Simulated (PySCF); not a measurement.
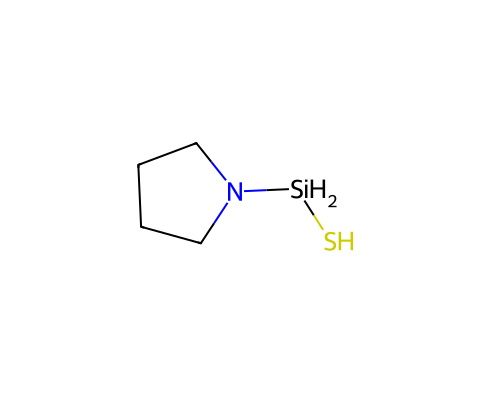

Structural formula above. Computed geometry: GFN2-xTB optimisation. No frequency run is at hand to confirm it as a minimum.

Describe the 3D structure.

Formula C4H11NSSi. As SMILES it reads `S[SiH2]N1CCCC1`. Independent rings (smallest set): 1 of 5 members. Among its groups: Si–H bond, Si–N bond. This geometry has C1 symmetry. Coordination, clear cases only: 1 S bent; 1 Si tetrahedral; 4 C tetrahedral.

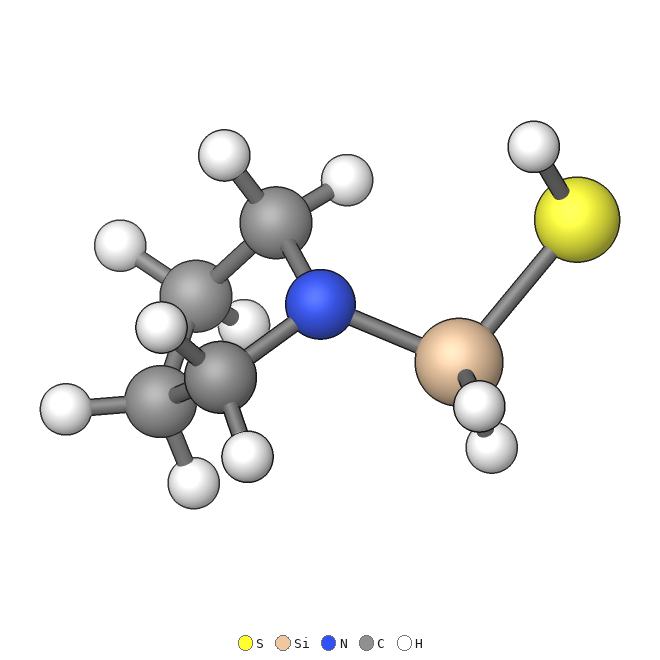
